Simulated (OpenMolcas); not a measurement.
**One shape, several levels: triplet CHClFNSi**

We compute a comparison of 5 runs (UHF/6-31G*, UBLYP/6-31G*, UM06-L/6-31G*, UPBE0/6-31G*, ROCCSD(T)/6-31G*) of triplet CHClFNSi. 

Program for the calculation: OpenMolcas 26.06.

1 further run of the same task is left out (set aside as unsound or not needed).

**1. The system as given**

CHClFNSi: 6 atoms, total charge 0, spin state triplet. SMILES of the parent species: `FC1=N[SiH]1Cl`. The coordinates come from a PBE0-D4/def2-TZVP relaxation. That shape belongs to the parent species and isn't relaxed for this state.

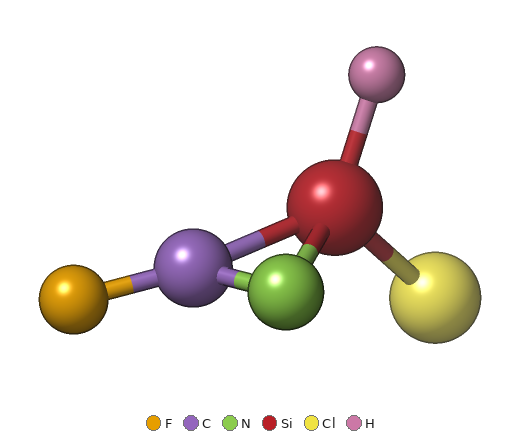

Viewed from a chosen angle; fluorine amber, carbon purple, nitrogen green, silicon red, chlorine yellow, hydrogen pink.

**2. A single-point energy at UHF/6-31G(d) (spherical functions) (run 1)**

job.input

```
&gateway
  baslib = $CurrDir
  coord
  6
  angstrom
  F        0.158300      -2.281300      -0.638700
  C        0.216600      -1.043700      -0.212100
  N        1.240300      -0.391700       0.161000
  Si      -0.233900       0.593200       0.234800
  Cl      -0.525700       2.070200      -1.116500
  H       -0.813600       0.989400       1.525400
  basis = 6-31Gs
  group = NoSym

&seward

&scf
  uhf
  spin = 3
  thresholds = 1e-10 1e-07 1e-07 1e-05
  prorbitals = 1
```

The basis set 6-31G* is read from a file made from the Basis Set Exchange's data (not shown).

Launch:

```
$ export MOLCAS_MEM=1860
$ pymolcas job.input > job.log
```

The log of the run:

```text
--- Start Module: gateway ---
[...]
--- Stop Module: gateway /rc=_RC_ALL_IS_WELL_ ---
--- Start Module: seward ---
[...]
      Basis functions           80
--- Stop Module: seward /rc=_RC_ALL_IS_WELL_ ---
[...]
--- Start Module: scf ---
[...]
       Convergence after  28 Iterations
[...]
::    Total SCF energy                               -940.5764058520
[...]
      Total spin, S                                     1.0132165253
[...]
      Total electronic charge=   54.000000
      Total            charge=   -0.000000
[...]
      Dipole Moment (debye):
      Origin of the operator (angstrom)=   -0.0254    0.2628   -0.3980
                   X= -1.6427E+00               Y=  1.7657E+00               Z=  1.4440E+00           Total=  2.8110E+00
      Quadrupole Moment (debye*angstrom):
[...]
--- Stop Module: scf /rc=_RC_ALL_IS_WELL_ ---
[...]
```

Run time: 12 s. Hardware: 1 thread of Intel Xeon Platinum 8259CL at 2.50GHz (Skylake/Cascade Lake), shared host; peak memory 0.45 GiB.

**3. The energy at UBLYP/6-31G(d) (spherical functions) (run 2)**

mol.xyz

```xyz
6

F      0.158300    -2.281300    -0.638700
C      0.216600    -1.043700    -0.212100
N      1.240300    -0.391700     0.161000
Si    -0.233900     0.593200     0.234800
Cl    -0.525700     2.070200    -1.116500
H     -0.813600     0.989400     1.525400
```

calc.inp

```
&GATEWAY
 BasLib=$CurrDir
 Coord=mol.xyz
 Basis=6-31Gs
 Group=NoSym

&SEWARD
 GridInput
 Grid=UltraFine
 End of Grid

&SCF
 UHF
 Spin=3
 KSDFT=BLYP
 Thresholds=1e-10 1e-07 1e-07 1e-05
 PrOrbitals=1 1
```

The basis set 6-31G* is read from a file made from the Basis Set Exchange's data (not shown).

Launch:

```
$ export MOLCAS_MEM=1860
$ pymolcas calc.inp > calc.log
```

The log of the run:

```text
--- Start Module: gateway ---
[...]
--- Stop Module: gateway /rc=_RC_ALL_IS_WELL_ ---
--- Start Module: seward ---
[...]
      Basis functions           80
--- Stop Module: seward /rc=_RC_ALL_IS_WELL_ ---
[...]
--- Start Module: scf ---
[...]
       Convergence after  36 Iterations
[...]
::    Total KS-DFT energy                            -942.7396530458
[...]
      Total spin, S                                     1.0017051826
[...]
      Total electronic charge=   54.000000
      Total            charge=   -0.000000
[...]
      Dipole Moment (debye):
      Origin of the operator (angstrom)=   -0.0254    0.2628   -0.3980
                   X= -1.4545E+00               Y=  6.8469E-01               Z=  6.9683E-01           Total=  1.7522E+00
      Quadrupole Moment (debye*angstrom):
[...]
--- Stop Module: scf /rc=_RC_ALL_IS_WELL_ ---
[...]
```

It took 72 s on 1 thread of Intel Xeon Platinum 8259CL at 2.50GHz (Skylake/Cascade Lake), shared host; peak memory 0.45 GiB.

Runs 3 to 4 aren't shown in full; the table further down has their settings and results.

**4. The energy at ROCCSD(T)/6-31G(d) (spherical functions) (run 5)**

calc.inp

```
>>> EXPORT MOLCAS_PRINT=2

&GATEWAY
 BASLIB=$CurrDir
 COORD
 6
 bohr
 F      0.29914365    -4.31103221    -1.20696808
 C      0.40931468    -1.97230716    -0.40081091
 N      2.34382731    -0.74020572     0.30424591
 Si    -0.44200694     1.12098554     0.44370769
 Cl    -0.99342902     3.91211102    -2.10987922
 H     -1.53748117     1.86969503     2.88258823
 BASIS=6-31Gs
 GROUP=NoSym

&SEWARD

&SCF
 UHF
 SPIN=3
 THRESHOLDS=1e-10 1e-07 1e-07 1e-05
 PRORBITALS=1 1

&RASSCF
 FILEORB=$Project.UnaOrb
 SPIN=3
 NACTEL=2 0 0
 INACTIVE=26
 RAS2=2
 OUTORBITALS=Canonical
 ORBLISTING=Nothing

&MOTRA
 JOBIPH
 FROZEN=13

&CCSDT
 CCT
 TRIPLES=3
 ITERATIONS=80
 ACCURACY=1e-08
 EXTRAPOLATION=5 4
```

The basis set 6-31G* is read from a file made from the Basis Set Exchange's data (not shown).

Launch:

```
$ export MOLCAS_MEM=1860
$ pymolcas calc.inp > calc.log
```

The log of the run:

```text
--- Start Module: gateway ---
[...]
--- Stop Module: gateway /rc=_RC_ALL_IS_WELL_ ---
[...]
      Basis functions           80
[...]
       Convergence after  28 Iterations
[...]
::    Total SCF energy                               -940.5764058521
[...]
      Total spin, S                                     1.0132165253
[...]
      Number of active orbitals                  2
[...]
      Spin quantum number                      1.0
[...]
      Active orbitals                            2
[...]
      Number of CSFs                             1
[...]
      Number of root(s) required                 1
[...]
      Convergence after 17 iterations
[...]
      printout of CI-coefficients larger than  0.05 for root  1
      energy=    -940.563291
      conf/sym  11     Coeff  Weight
             1  uu   1.00000 1.00000
      Natural orbitals and occupation numbers for root  1
      sym 1:   1.000000   1.000000
      ************************************************************************************************************************
      *                                                    Final results                                                     *
[...]
::    RASSCF root number  1 Total energy:   -940.56329149
[...]
      Total electronic charge=   54.000000
      Total            charge=   -0.000000
[...]
      Dipole Moment (debye):
      Origin of the operator (angstrom)=   -0.0254    0.2628   -0.3980
                   X= -1.6382E+00               Y=  1.7132E+00               Z=  1.4397E+00           Total=  2.7733E+00
      Quadrupole Moment (debye*angstrom):
[...]
--- Start Module: motra ---
[...]
      *** WARNING: Default frozen orbitals is overwritten by user input.
      *** Default values:  10
[...]
--- Stop Module: motra /rc=_RC_ALL_IS_WELL_ ---
--- Start Module: ccsdt ---
[...]
      Convergence after                    37  Iterations
      Total energy (diff) :    -941.22998712       0.00000000
[...]
 METHOD                       : CCSD+T(CCSD)+<T3(1)WT1>+<T3(1)UT2> = CCSD(T)
[...]
       CCSD     =      -941.2299871188110
[...]
--- Stop Module: ccsdt /rc=_RC_ALL_IS_WELL_ ---
[...]
```

It took 100 s on 1 thread of Intel Xeon Platinum 8259CL at 2.50GHz (Skylake/Cascade Lake), shared host; peak memory 0.45 GiB.

**5. Overview of the runs**

```tsv
run	level	integration grid	frozen core orbitals	energy (Eh)	dipole moment (D)	HOMO energy (eV)	⟨S²⟩	wall time
1	UHF/6-31G* (spherical functions)	–	–	-940.576406	2.81	-6.89	2.040	12 s
2	UBLYP/6-31G* (spherical functions)	UltraFine	–	-942.739653	1.75	-1.72	2.005	72 s
3	UM06-L/6-31G* (spherical functions)	UltraFine	–	-942.762332	2.19	-1.95	2.009	74 s
4	UPBE0/6-31G* (spherical functions)	UltraFine	–	-942.313455	2.30	-3.24	2.010	52 s
5	ROCCSD(T)/6-31G* (spherical functions)	–	13	-941.251426	–	–	–	100 s
```

**6. Summary of results**

```
             quantity          value
  run 5: total energy  -941.25143 Eh
run 5: (T) correction     -21.44 mEh
```

Over runs 1, 2, 3, 4 the dipole moment (its size) runs from 1.75 D (UBLYP/6-31G*) to 2.81 D (UHF/6-31G*). Totals of different functionals can't be ranked against each other. All runs together took 5.2 min, the longest 100 s.
